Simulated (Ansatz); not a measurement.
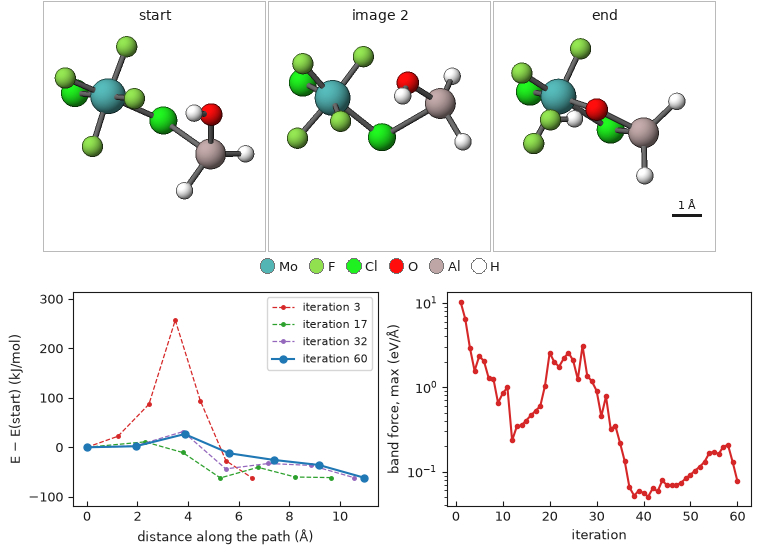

NEB run on MoAlH$_{3}$OCl$_{2}$F$_{4}$. Images are numbered from 0 (start) to 6 (end). The plot follows the band through its iterations. The picture is a ball-and-stick view, seen from a free direction.

The calculation used Ansatz 0.2.0, RKS PBE/def2-SVP. Settings: 5 movable images; climbing image; force threshold 0.05 eV/Å; iteration limit 60; starting path through a guess of the saddle point.

Q: Did the band converge, and can the barrier be trusted?

A: The result isn't final. The band hadn't converged when the run stopped after 60 iterations. The largest component of the band force went from 10 to 0.077 eV/Å. The barrier read from it is provisional, though the highest image hardly moved in the last two iterations. The first iteration put the highest image at 1054.5 kJ/mol. Forward barrier 26.7 kJ/mol, backward barrier 88.0 kJ/mol, with image 2 at the top; the reaction energy is −61.3 kJ/mol.

The run took 19 min on 4 threads of Arm Neoverse V2, on a shared host, peak memory 0.33 GiB.
